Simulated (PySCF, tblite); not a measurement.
# C6H4F3N: a rotation path, then NMR shifts on frames, part 2 of 2

tblite 0.8.0 and PySCF 2.14.0. Atoms count from 0.

### Step 5. Shielding tensors: image 3, PBE0/pcSseg-1

Job settings and geometry (Å):

```
{"job": {"kind": "nmr", "xc": "PBE0", "basis": "pcSseg-1", "pop": false}, "charge": 0, "multiplicity": 1}
N     -0.452100     2.212200    -2.051400
C     -0.529800     1.599800    -1.090000
C     -0.642000     0.796400     0.097700
C     -1.658300    -0.384100    -0.016100
C     -0.470900    -1.292300     0.121300
C      0.404100    -0.292600     0.228300
C      1.881400    -0.222300     0.393200
F      2.370600     0.992700     0.119500
F      2.271800    -0.514800     1.651100
F      2.513800    -1.096800    -0.405200
H     -0.760400     1.437600     0.973700
H     -2.378000    -0.436000     0.797000
H     -2.178500    -0.439600    -0.969900
H     -0.372300    -2.360600     0.128600
```

Method: GIAO PBE0/pcSseg-1 NMR shielding, non-relativistic, gas phase.

Output:

```text
coarse grid: 13320 points
cycle   1  E = -584.3406981646  dE =  1.846e+00  |g| = 9.635e-01  |ddm| = 3.669e+00
cycle   2  E = -584.0333759600  dE =  3.073e-01  |g| = 1.644e+00  |ddm| = 1.608e+00
cycle   3  E = -584.4951480304  dE = -4.618e-01  |g| = 2.723e-01  |ddm| = 1.163e+00
cycle   4  E = -584.5096331155  dE = -1.449e-02  |g| = 8.685e-02  |ddm| = 2.339e-01
cycle   5  E = -584.5110526529  dE = -1.420e-03  |g| = 2.555e-02  |ddm| = 7.594e-02
cycle   6  E = -584.5111854661  dE = -1.328e-04  |g| = 7.397e-03  |ddm| = 2.503e-02
cycle   7  E = -584.5111971614  dE = -1.170e-05  |g| = 2.045e-03  |ddm| = 6.808e-03
cycle   8  E = -584.5111981307  dE = -9.693e-07  |g| = 4.218e-04  |ddm| = 2.312e-03
final grid: 134544 points
cycle   9  E = -584.5905387946  dE = -5.081e-05  |g| = 7.410e-03  |ddm| = 3.827e-02
cycle  10  E = -584.5905332892  dE =  5.505e-06  |g| = 9.503e-03  |ddm| = 1.394e-02
cycle  11  E = -584.5905511921  dE = -1.790e-05  |g| = 9.610e-04  |ddm| = 7.382e-03
cycle  12  E = -584.5905513068  dE = -1.147e-07  |g| = 5.279e-04  |ddm| = 1.001e-03
cycle  13  E = -584.5905513559  dE = -4.910e-08  |g| = 2.022e-04  |ddm| = 4.614e-04
cycle  14  E = -584.5905513642  dE = -8.272e-09  |g| = 4.183e-05  |ddm| = 1.572e-04
cycle  15  E = -584.5905513645  dE = -3.345e-10  |g| = 1.072e-05  |ddm| = 3.901e-05
converged SCF energy = -584.5905513645

GIAO shielding tensors (ppm)
atom      isotropic    diamagn.    paramagn.     s11        s22        s33       span
  0 N      -38.015     339.716    -377.730   -204.213   -193.434    283.603    487.816
  1 C       64.911     259.919    -195.008    -52.191    -47.326    294.249    346.440
  2 C      157.265     248.281     -91.016    147.844    161.392    162.559     14.716
  3 C      150.833     251.499    -100.666    133.164    153.665    165.669     32.505
  4 C       33.034     249.777    -216.743    -76.838     22.579    153.361    230.199
  5 C       42.432     260.851    -218.419    -67.228     65.129    129.395    196.623
  6 C       58.951     238.021    -179.070     48.996     60.045     67.812     18.816
  7 F      260.777     473.192    -212.414    182.714    257.859    341.760    159.046
  8 F      236.897     471.623    -234.726    155.721    219.412    335.558    179.837
  9 F      243.711     472.423    -228.712    167.554    224.665    338.914    171.359
 10 H       28.140      28.469      -0.329     24.962     26.563     32.894      7.933
 11 H       28.764      28.781      -0.017     25.442     26.484     34.364      8.922
 12 H       28.952      29.025      -0.073     25.405     27.686     33.764      8.359
 13 H       24.807      31.909      -7.102     23.142     24.068     27.211      4.069
```

Run time: 69 s. Hardware: 1 thread, shared host.

In short: δ C4 153.9, C5 144.5, C6 128.0, C1 122.0, H13 6.91, H10 3.58 ppm.

### Step 6. Shielding tensors: image 5, PBE0/pcSseg-1

Job settings and geometry (Å):

```
{"job": {"kind": "nmr", "xc": "PBE0", "basis": "pcSseg-1", "pop": false}, "charge": 0, "multiplicity": 1}
N     -0.428200     2.054000    -2.212500
C     -0.511500     1.515900    -1.208200
C     -0.632200     0.807500     0.037500
C     -1.662600    -0.365900     0.013900
C     -0.486200    -1.275000     0.222800
C      0.400200    -0.280400     0.256600
C      1.878600    -0.212000     0.410100
F      2.308100     1.030400     0.667300
F      2.320000    -0.989800     1.415300
F      2.522100    -0.627400    -0.694600
H     -0.742400     1.516800     0.860600
H     -2.382100    -0.346100     0.828500
H     -2.184300    -0.487900    -0.932900
H     -0.400200    -2.340600     0.313200
```

Method: GIAO PBE0/pcSseg-1 NMR shielding, non-relativistic, gas phase.

Output:

```text
coarse grid: 13320 points
cycle   1  E = -584.3411006476  dE =  1.847e+00  |g| = 9.632e-01  |ddm| = 3.670e+00
cycle   2  E = -584.0341584022  dE =  3.069e-01  |g| = 1.643e+00  |ddm| = 1.609e+00
cycle   3  E = -584.4954450071  dE = -4.613e-01  |g| = 2.719e-01  |ddm| = 1.165e+00
cycle   4  E = -584.5098847403  dE = -1.444e-02  |g| = 8.687e-02  |ddm| = 2.336e-01
cycle   5  E = -584.5113058750  dE = -1.421e-03  |g| = 2.550e-02  |ddm| = 7.588e-02
cycle   6  E = -584.5114379268  dE = -1.321e-04  |g| = 7.406e-03  |ddm| = 2.503e-02
cycle   7  E = -584.5114496577  dE = -1.173e-05  |g| = 2.040e-03  |ddm| = 6.823e-03
cycle   8  E = -584.5114506207  dE = -9.630e-07  |g| = 4.240e-04  |ddm| = 2.306e-03
final grid: 134544 points
cycle   9  E = -584.5905760175  dE = -5.054e-05  |g| = 7.636e-03  |ddm| = 3.960e-02
cycle  10  E = -584.5905701673  dE =  5.850e-06  |g| = 9.820e-03  |ddm| = 1.440e-02
cycle  11  E = -584.5905890235  dE = -1.886e-05  |g| = 9.256e-04  |ddm| = 7.595e-03
cycle  12  E = -584.5905891367  dE = -1.133e-07  |g| = 4.848e-04  |ddm| = 9.695e-04
cycle  13  E = -584.5905891761  dE = -3.935e-08  |g| = 2.063e-04  |ddm| = 4.454e-04
cycle  14  E = -584.5905891848  dE = -8.743e-09  |g| = 4.381e-05  |ddm| = 1.587e-04
cycle  15  E = -584.5905891852  dE = -3.674e-10  |g| = 1.232e-05  |ddm| = 4.245e-05
converged SCF energy = -584.5905891852

GIAO shielding tensors (ppm)
atom      isotropic    diamagn.    paramagn.     s11        s22        s33       span
  0 N      -38.280     339.680    -377.960   -204.583   -193.215    282.958    487.541
  1 C       65.100     259.897    -194.797    -51.870    -47.280    294.449    346.319
  2 C      157.287     248.268     -90.981    147.853    160.917    163.093     15.240
  3 C      150.854     251.503    -100.649    133.153    153.135    166.275     33.122
  4 C       33.232     249.713    -216.481    -76.567     22.793    153.469    230.036
  5 C       42.154     260.923    -218.768    -67.355     64.999    128.819    196.174
  6 C       59.014     238.056    -179.042     48.928     60.094     68.019     19.091
  7 F      261.156     473.051    -211.895    184.111    254.455    344.901    160.790
  8 F      245.021     471.635    -226.614    168.587    225.137    341.339    172.752
  9 F      233.487     472.654    -239.167    154.405    216.420    329.635    175.230
 10 H       28.097      28.489      -0.393     25.036     26.411     32.843      7.806
 11 H       28.772      28.807      -0.035     25.458     26.469     34.389      8.931
 12 H       28.945      29.013      -0.068     25.396     27.716     33.723      8.327
 13 H       24.813      31.891      -7.078     23.079     24.131     27.230      4.151
```

Wall time 63 s (1 thread, shared host).

This run: δ C4 153.7, C5 144.8, C6 127.9, C1 121.8, H13 6.90, H10 3.62 ppm.

### Step 7. NMR shieldings: image 8, PBE0/pcSseg-1

Job settings and geometry (Å):

```
{"job": {"kind": "nmr", "xc": "PBE0", "basis": "pcSseg-1", "pop": false}, "charge": 0, "multiplicity": 1}
N     -0.413500     1.827900    -2.428400
C     -0.491200     1.385400    -1.378200
C     -0.610600     0.808000    -0.066400
C     -1.667100    -0.336200     0.057000
C     -0.509800    -1.237900     0.376700
C      0.400800    -0.270700     0.268700
C      1.878800    -0.201200     0.422000
F      2.243600     0.664700     1.387800
F      2.400900    -1.390700     0.754000
F      2.500400     0.201200    -0.697500
H     -0.699300     1.601200     0.679800
H     -2.386800    -0.198300     0.860900
H     -2.190100    -0.569800    -0.868300
H     -0.456900    -2.284100     0.609800
```

Method: GIAO PBE0/pcSseg-1 NMR shielding, non-relativistic, gas phase.

Output:

```text
coarse grid: 13320 points
cycle   1  E = -584.3450709206  dE =  1.840e+00  |g| = 9.620e-01  |ddm| = 3.675e+00
cycle   2  E = -584.0376805009  dE =  3.074e-01  |g| = 1.643e+00  |ddm| = 1.608e+00
cycle   3  E = -584.4991448566  dE = -4.615e-01  |g| = 2.716e-01  |ddm| = 1.166e+00
cycle   4  E = -584.5135352036  dE = -1.439e-02  |g| = 8.691e-02  |ddm| = 2.334e-01
cycle   5  E = -584.5149568969  dE = -1.422e-03  |g| = 2.539e-02  |ddm| = 7.599e-02
cycle   6  E = -584.5150878601  dE = -1.310e-04  |g| = 7.315e-03  |ddm| = 2.482e-02
cycle   7  E = -584.5150992645  dE = -1.140e-05  |g| = 2.052e-03  |ddm| = 6.790e-03
cycle   8  E = -584.5151002275  dE = -9.630e-07  |g| = 4.482e-04  |ddm| = 2.311e-03
final grid: 134544 points
cycle   9  E = -584.5928340491  dE = -4.780e-05  |g| = 7.511e-03  |ddm| = 3.891e-02
cycle  10  E = -584.5928284815  dE =  5.568e-06  |g| = 9.620e-03  |ddm| = 1.397e-02
cycle  11  E = -584.5928468023  dE = -1.832e-05  |g| = 9.848e-04  |ddm| = 7.405e-03
cycle  12  E = -584.5928469294  dE = -1.271e-07  |g| = 5.098e-04  |ddm| = 1.002e-03
cycle  13  E = -584.5928469751  dE = -4.571e-08  |g| = 2.005e-04  |ddm| = 4.632e-04
cycle  14  E = -584.5928469832  dE = -8.087e-09  |g| = 4.548e-05  |ddm| = 1.537e-04
cycle  15  E = -584.5928469836  dE = -3.974e-10  |g| = 1.256e-05  |ddm| = 4.465e-05
converged SCF energy = -584.5928469836

GIAO shielding tensors (ppm)
atom      isotropic    diamagn.    paramagn.     s11        s22        s33       span
  0 N      -39.100     339.685    -378.785   -206.061   -194.042    282.804    488.865
  1 C       65.308     259.640    -194.332    -51.436    -47.142    294.503    345.939
  2 C      158.532     248.433     -89.902    149.133    161.664    164.797     15.664
  3 C      150.879     251.455    -100.575    133.383    153.663    165.592     32.209
  4 C       34.414     249.553    -215.138    -71.970     21.894    153.320    225.290
  5 C       44.226     260.849    -216.624    -62.472     64.300    130.850    193.321
  6 C       58.828     238.261    -179.432     49.871     60.171     66.442     16.571
  7 F      249.075     472.707    -223.632    162.271    243.390    341.564    179.292
  8 F      261.978     471.638    -209.660    176.748    257.223    351.964    175.216
  9 F      248.856     472.823    -223.967    163.832    244.874    337.860    174.028
 10 H       28.119      28.437      -0.318     25.013     26.476     32.868      7.856
 11 H       28.764      28.766      -0.002     25.406     26.475     34.410      9.005
 12 H       28.924      29.022      -0.099     25.410     27.641     33.720      8.310
 13 H       24.843      32.007      -7.165     23.373     24.050     27.106      3.734
```

Wall time 66 s (1 thread, shared host).

Key values: δ C4 152.5, C5 142.7, C6 128.1, C1 121.6, H13 6.87, H10 3.60 ppm.

### Step 8. Comparing the runs: NMR shifts

Shifts (ppm) of some atoms, chosen among heavy atoms and hydrogens apart, with basis size and wall time:

```tsv
frame	C4	C5	H13	H10	F8	F7	F9	functions	time
image 0	152.4	142.6	6.87	3.60	-77.9	-78.1	-91.2	190	65 s
image 1	153.2	143.2	6.91	3.56	-73.3	-83.5	-88.1	190	71 s
image 3	153.9	144.5	6.91	3.58	-66.0	-89.8	-72.8	190	69 s
image 5	153.7	144.8	6.90	3.62	-74.1	-90.2	-62.5	190	63 s
image 8	152.5	142.7	6.87	3.60	-91.0	-78.1	-77.9	190	66 s
```

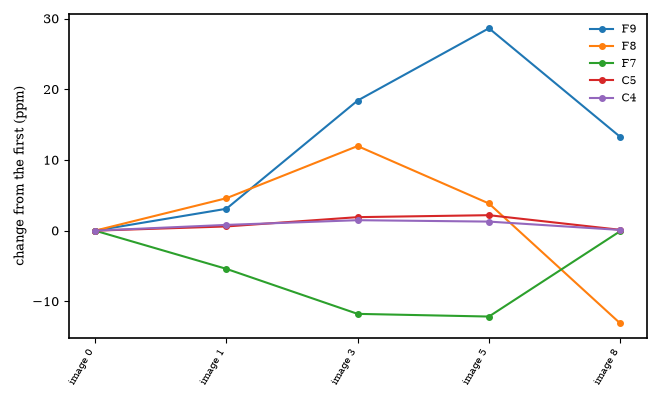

How five of the tabulated atoms move from run to run.

### Step 9. Summary of results

What follows sums up all 2 parts.

```
                                         quantity                                       value
                                          barrier          0.014 eV (0.3 kcal/mol) at image 3
                            end to end (GFN2-xTB)                                    0.000 eV
  13C shifts against TMS (PBE0/pcSseg-1, image 0)  152.4, 142.6, 128.1, 121.6, 36.0, 28.3 ppm
   1H shifts against TMS (PBE0/pcSseg-1, image 0)                  6.87, 3.60, 2.95, 2.79 ppm
  15N shifts against NH3 (PBE0/pcSseg-1, image 0)                                   306.8 ppm
19F shifts against CFCl3 (PBE0/pcSseg-1, image 0)                     -77.9, -78.1, -91.2 ppm
                         range of the shift of F9                          -91.2 to -62.5 ppm
```

What this shows: Along the band the dihedral turns by 121°, and the top (dihedral 225°) lies 0.3 kcal/mol above the start (GFN2-xTB, rough), so at room temperature this motion is fast. The top was not checked by a frequency run. Shifts at one fixed geometry are not the observed spectrum, which averages over the motion. In the first frame run (image 0): The largest span, 489 ppm, is at N0, where the paramagnetic term is -379 ppm. In ppm, F9 moves most: its shift spreads over 28.6 ppm, from -91.2 (image 0) to -62.5 (image 5).
